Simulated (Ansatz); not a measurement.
# H2O3 (trioxidane) at wB97X/STO-3G

Aim: the energy change on altering one bond length of H2O3 (trioxidane) at wB97X/STO-3G, from 2 runs. 

The calculation is run with Ansatz 0.2.0.

27 further runs of the same task are left out: 2 that didn't finish, 25 set aside as unsound or not needed.

### 1 The structure to begin with

The species is H2O3 (5 atoms), meant as a singlet with charge 0. As SMILES, `OOO`. The coordinates come from a PBE0-D4/def2-TZVP relaxation. This is a higher conformer, about 11 kJ/mol above the lowest found by a separate search.

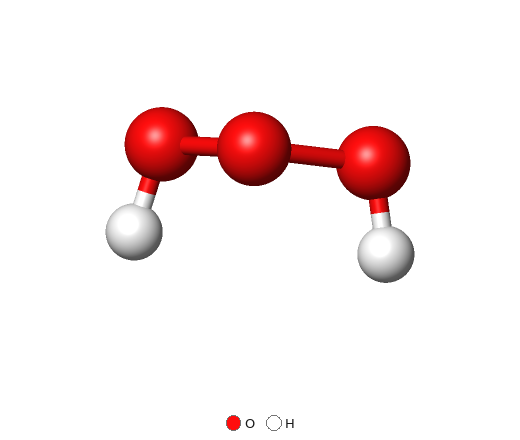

The structure, seen from a chosen angle (oxygen red, hydrogen white).

### 2 A single-point energy at wB97X/STO-3G

File input.yaml:

```yaml
crystal:
  periodic: [false, false, false]
  atoms:
    - {symbol: O, position_ang: [-0.968320, -0.699970, -0.146130]}
    - {symbol: O, position_ang: [-0.133650, -0.043580, 0.770240]}
    - {symbol: O, position_ang: [1.173090, -0.066850, 0.261080]}
    - {symbol: H, position_ang: [-1.310410, 0.028200, -0.685190]}
    - {symbol: H, position_ang: [1.239280, 0.782200, -0.199990]}
basis:
  gaussian:
    orbitals: STO-3G
accuracy: high
hamiltonian:
  xc: {name: wB97X}
```

Launch:

```
$ ansatz run input.yaml --threads 1 --pin off --max-ram 3480MiB --events-out events.jsonl --progress --plain --runs-dir runs
```

The program printed:

```text
Warning: RAYON_NUM_THREADS=1 ignored (pool sized by the plan → 1); use --threads N
Functional definition: wB97X
  name "wB97X"
  parameter omega = 0.3/bohr
  parameter cx = 0.157706
  parameter cx1 = 0.726479
  parameter cx2 = 1.04760
  parameter cx3 = -5.70635
  parameter cx4 = 13.2794
  parameter css1 = -4.33879
  parameter css2 = 18.2308
  parameter css3 = -31.7430
  parameter css4 = 17.2901
  parameter cos1 = 2.37031
  parameter cos2 = -11.3995
  parameter cos3 = 6.58405
  parameter cos4 = -3.78132
  exchange = spin_sum(e_x_unif_sr(omega)*poly(b97_u_x, 1 - cx, cx1, cx2, cx3, cx4)) + cx*exact_x_sr(omega)
      + exact_x_lr(omega)
  correlation = spin_sum(e_c_pw_same_spin*poly(b97_u_same, 1, css1, css2, css3, css4))
      + integral(e_c_pw_opposite_spin*poly(b97_u_opposite, 1, cos1, cos2, cos3, cos4))
297 factors; integrals over basis functions are off by at most 4.4e-8 eV
130 factors; integrals over basis functions are off by at most 8.4e-10 eV
mean field evaluation 1: about -6082.6319 eV, gradient 1.6e1 eV
mean field evaluation 2: about -6083.3799 eV, gradient 8.1e0 eV
mean field evaluation 4: about -6083.5570 eV, gradient 1.5e-1 eV
mean field evaluation 8: about -6083.5455 eV, gradient 7.9e-3 eV
mean field evaluation 16: about -6083.5455 eV, gradient 4.3e-7 eV
mean field -6083.54550859 eV, -223.5661738653 hartree, gradient 6.5e-8 eV, S^2 0.000000; 0 other end points of the search recorded, 0 dependent functions left out
reference -6083.54550738 eV, -223.5661738208 hartree; 13, 13 occupied and 4, 4 virtual orbitals, 297 factors
Total energy: -6083.54550738 eV, -223.5661738208 hartree
```

It took 4.2 s on 1 thread of Arm Neoverse V1, shared host; peak memory 0.22 GiB.

### 3 The distorted shape, same level

File in.yaml:

```yaml
crystal:
  periodic: [false, false, false]
  atoms:
    - {symbol: O, position_ang: [-0.882808, -0.881991, -0.011381]}
    - {symbol: O, position_ang: [-0.048138, -0.225601, 0.904989]}
    - {symbol: O, position_ang: [1.258602, -0.248871, 0.395829]}
    - {symbol: H, position_ang: [-1.310410, 0.028200, -0.685190]}
    - {symbol: H, position_ang: [1.324792, 0.600179, -0.065241]}
basis:
  gaussian: {orbitals: STO-3G}
hamiltonian: {xc: {name: wB97X}}
accuracy: high
```

Launch:

```
$ ansatz run in.yaml --threads 1 --pin off --max-ram 3480MiB --events-out events.jsonl --progress --plain --runs-dir runs
```

The program printed, shortened:

```text
Warning: RAYON_NUM_THREADS=1 ignored (pool sized by the plan → 1); use --threads N
[... 2 set-up lines as earlier in the session ...]
[...]
      + exact_x_lr(omega)
[...]
      + integral(e_c_pw_opposite_spin*poly(b97_u_opposite, 1, cos1, cos2, cos3, cos4))
296 factors; integrals over basis functions are off by at most 4.4e-8 eV
129 factors; integrals over basis functions are off by at most 8.5e-10 eV
[...]
mean field -6083.17552725 eV, -223.5525773021 hartree, gradient 4.1e-8 eV, S^2 0.000000; 0 other end points of the search recorded, 0 dependent functions left out
reference -6083.17552603 eV, -223.5525772570 hartree; 13, 13 occupied and 4, 4 virtual orbitals, 296 factors
Total energy: -6083.17552603 eV, -223.5525772570 hartree
```

Run time: 4.2 s. Hardware: 1 thread of Arm Neoverse V1, shared host; peak memory 0.22 GiB.

### 4 Outcome

At wB97X/STO-3G:

| quantity | value |
| --- | --- |
| first shape: total energy | -223.56617 Eh |
| distorted shape: total energy | -223.55258 Eh |
| energy change with the O1–H4 bond stretched from 0.968 to 1.210 Å | 0.370 eV |

In words: With the O1–H4 bond stretched from 0.968 to 1.210 Å the energy rises by 0.37 eV (35.7 kJ/mol). The first shape isn't relaxed at this level, so the change isn't measured from a minimum. The minimal basis adds a large error of its own.
